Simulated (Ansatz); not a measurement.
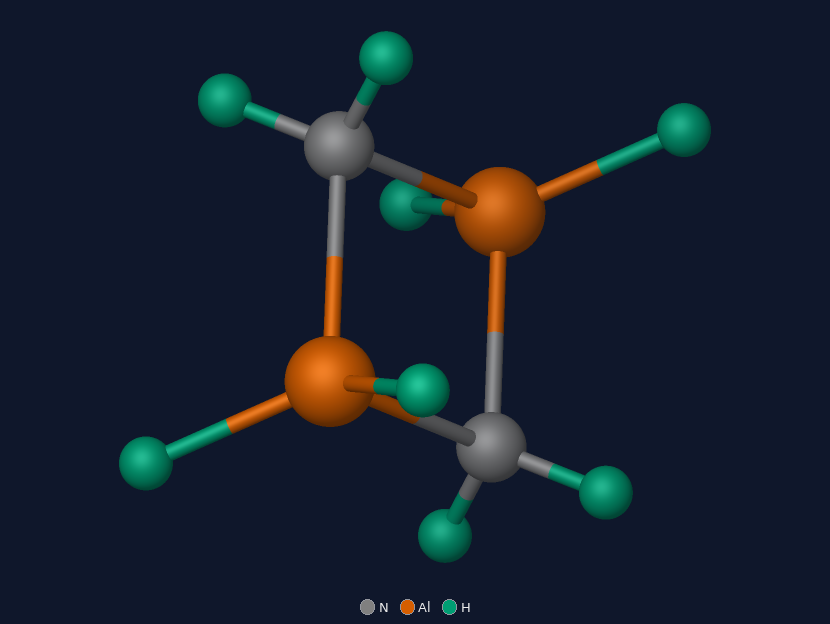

The picture shows a molecular structure as a ball-and-stick model.

The geometry was computed by an optimisation with PBE0-D4/def2-TZVP.

**Count the atoms of each element.**

Al2H8N2, 12 atoms: 2 aluminium, 8 hydrogen and 2 nitrogen.

**How many bonds of each kind are drawn?**

4 Al–N, 4 N–H, 4 Al–H.

The parts below concern this one geometry. Atoms keep their numbers from picture to picture.

### Geometry

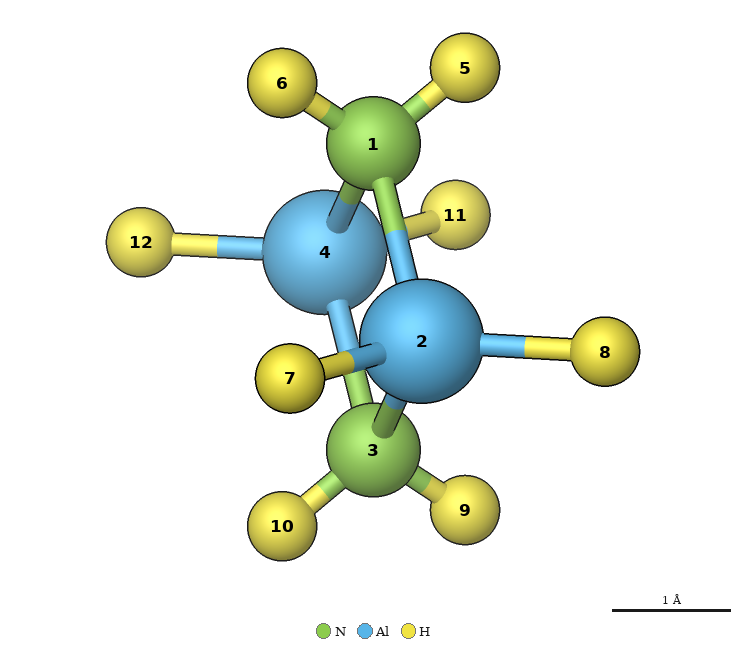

Numbered structure.

Give these bond angles: Al2–N1–Al4, Al2–N1–H5, N1–Al2–N3, N1–Al2–H7.

| angle | degrees |
| --- | --- |
| Al2–N1–Al4 | 92.1 |
| Al2–N1–H5 | 114.4 |
| N1–Al2–N3 | 87.9 |
| N1–Al2–H7 | 110.0 |

### Vibrations

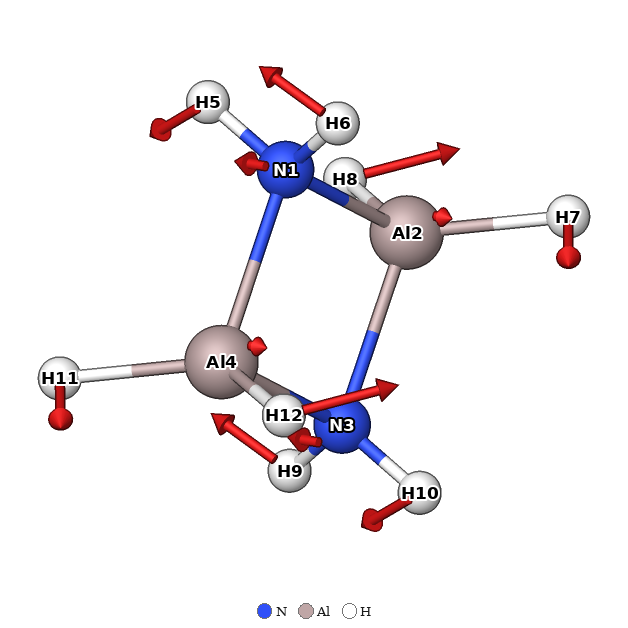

The arrows show one normal mode. Harmonic vibrations computed with RKS PBE0-D4/def2-TZVP (Ansatz 0.2.0) at a stationary point of the same level.

**What kind of motion is it?**

A torsion or out-of-plane motion in which bond lengths and bond angles hardly change.

**At what wavenumber does it lie?**

97 cm⁻¹; it is mode 1 of 30 counted from the lowest.

### Levels of theory compared

Program: Ansatz 0.2.0.

Compare HOMO–LUMO gap (eV) at these levels: B97M-V/def2-TZVPP; BHLYP-D4/def2-TZVPP; PBE-D4/def2-TZVPP; PBE0-D4/def2-QZVPP; PBE0-D4/def2-SVP; SPW92 (LDA)/def2-TZVPP; revPBE-D4/def2-TZVPP; ωB97M-V/def2-QZVPP.

```json
{"level": "B97M-V/def2-TZVPP", "HOMO–LUMO gap (eV)": "6.25"}
{"level": "BHLYP-D4/def2-TZVPP", "HOMO–LUMO gap (eV)": "9.64"}
{"level": "PBE-D4/def2-TZVPP", "HOMO–LUMO gap (eV)": "5.68"}
{"level": "PBE0-D4/def2-QZVPP", "HOMO–LUMO gap (eV)": "7.47"}
{"level": "PBE0-D4/def2-SVP", "HOMO–LUMO gap (eV)": "8.02"}
{"level": "SPW92 (LDA)/def2-TZVPP", "HOMO–LUMO gap (eV)": "5.50"}
{"level": "revPBE-D4/def2-TZVPP", "HOMO–LUMO gap (eV)": "5.76"}
{"level": "ωB97M-V/def2-QZVPP", "HOMO–LUMO gap (eV)": "10.78"}
```

### Thermal motion

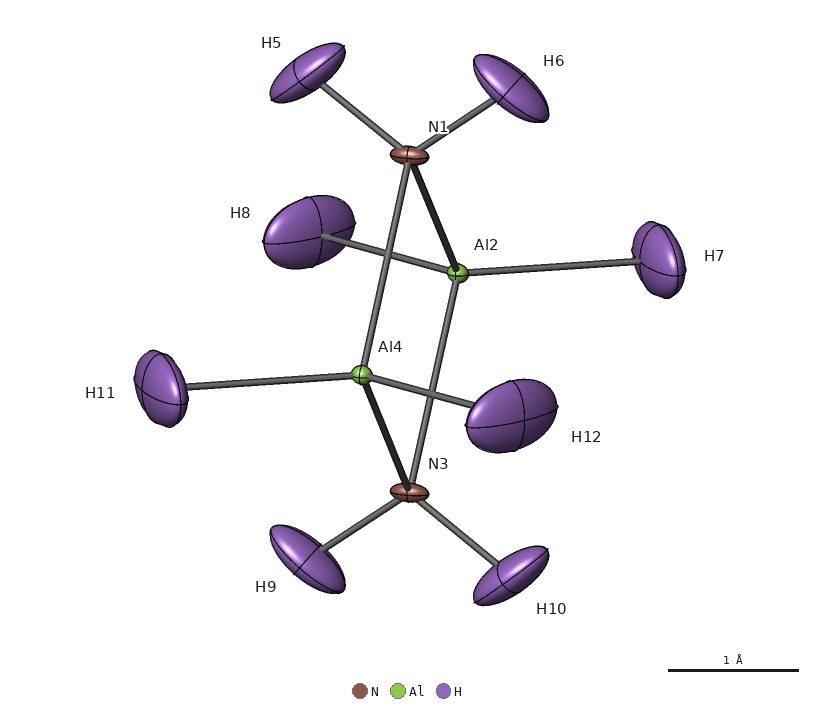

Displacement ellipsoids at the 50 % level, from the internal vibrations of the free molecule (harmonic, no overall translation or rotation; no half-axis is drawn under 0.075 Å). Vibrations computed with RKS PBE0-D4/def2-TZVP (Ansatz 0.2.0). Temperature: 298 K.

**Which atom has the largest mean-square displacement?**

H7, H8, H11, H12, with U_eq = 0.0424 Å².

**Does H12 move more along its bond or across it?**

Across it: the root-mean-square amplitude is 0.105 Å along the bond and up to 0.290 Å across, since bending and torsion are softer than stretching.

List U_eq and the three principal root-mean-square amplitudes for each kind of atom.

```tsv
atom	U_eq (Å²)	rms amplitudes (Å)
N1, N3	0.0045	0.042, 0.045, 0.099
Al2, Al4	0.0016	0.024, 0.037, 0.054
H5, H6, H9, H10	0.0296	0.091, 0.156, 0.237
H7, H8, H11, H12	0.0424	0.100, 0.182, 0.290
```
